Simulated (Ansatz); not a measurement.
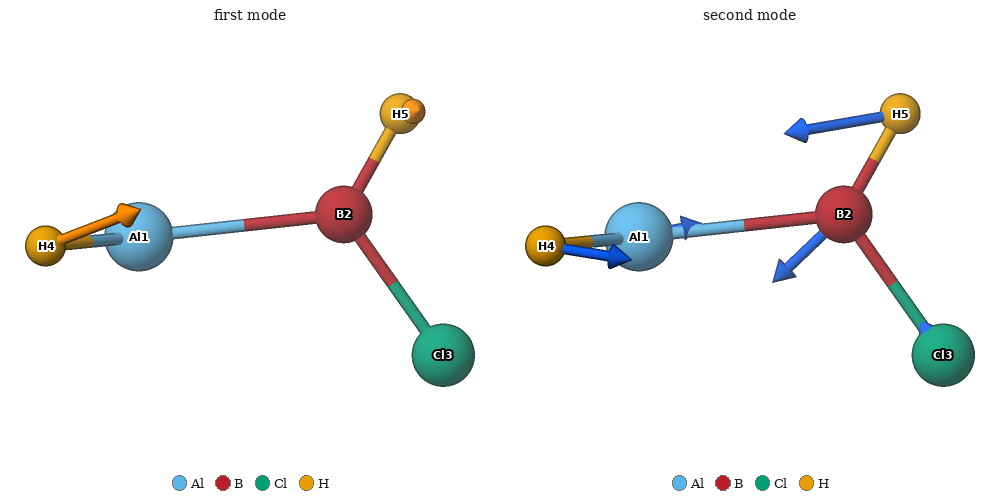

The system is AlBClH2, SMILES [AlH][BH]Cl, spin multiplicity 2; the picture shows the reference structure; its two panels give the patterns of the first and the second mode as arrows. The first coordinate is: normal mode 3 (352 cm⁻¹); the second: normal mode 4 (522 cm⁻¹). Nothing is relaxed (straight displacements along the two mass-weighted modes). The grid has 9 × 9 points. Points are written as (first, second). Energies are in kcal/mol, from the lowest grid point. Method: Ansatz, UKS BHLYP-D4/def2-TZVP.

Its coordinates:

| atom | x (Å) | y (Å) | z (Å) |
| --- | --- | --- | --- |
| Al | -0.8757 | 0.1391 | -1.0836 |
| B | 0.7092 | -0.0631 | 0.2834 |
| Cl | 0.8360 | -1.5390 | 1.2327 |
| H | -2.2962 | 0.7831 | -0.8134 |
| H | 1.6268 | 0.6798 | 0.3809 |

Range: normal mode 3 (352 cm⁻¹) from −0.52 to 0.52 amu½·Å; normal mode 4 (522 cm⁻¹) from −1.095 to 1.095 amu½·Å.

Q: Predict the map.

A: The lowest grid point is at (0.00 amu½·Å, 0.000 amu½·Å). No other kind of well shows on this grid. The highest grid point, (−0.52 amu½·Å, 1.095 amu½·Å), lies 20.3 kcal/mol above the lowest.

| normal mode 4 (522 cm⁻¹) ↓, normal mode 3 (352 cm⁻¹) → | −0.52 | −0.39 | −0.26 | −0.13 | 0.00 | 0.13 | 0.26 | 0.39 | 0.52 |
| --- | --- | --- | --- | --- | --- | --- | --- | --- | --- |
| 1.095 | 20.3 | 19.1 | 18.2 | 17.5 | 17.0 | 16.6 | 16.5 | 16.9 | 17.8 |
| 0.821 | 11.5 | 10.5 | 9.9 | 9.4 | 9.1 | 8.9 | 9.0 | 9.5 | 10.6 |
| 0.547 | 5.8 | 4.9 | 4.3 | 4.0 | 3.8 | 3.8 | 4.0 | 4.6 | 5.7 |
| 0.274 | 2.7 | 1.8 | 1.3 | 1.0 | 0.9 | 1.0 | 1.3 | 1.9 | 3.1 |
| 0.000 | 2.0 | 1.0 | 0.4 | 0.1 | 0.0 | 0.1 | 0.4 | 1.1 | 2.2 |
| −0.274 | 3.2 | 2.0 | 1.3 | 0.9 | 0.8 | 0.9 | 1.2 | 1.9 | 3.0 |
| −0.547 | 6.0 | 4.7 | 3.8 | 3.3 | 3.1 | 3.1 | 3.4 | 4.0 | 5.1 |
| −0.821 | 10.3 | 8.6 | 7.6 | 7.0 | 6.6 | 6.6 | 6.8 | 7.3 | 8.3 |
| −1.095 | 15.6 | 13.7 | 12.4 | 11.6 | 11.1 | 11.0 | 11.1 | 11.5 | 12.4 |

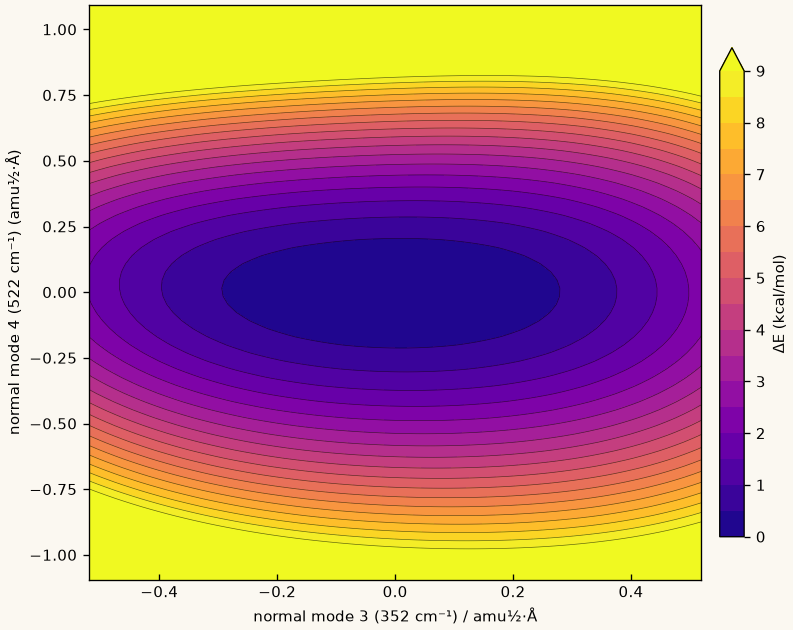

Drawn: filled contours, one colour for all values above the top of the scale. Between grid points the surface is interpolated.

Time for the 81 points that were run: 20 min on 1 thread of Arm Neoverse N1, on a shared host.
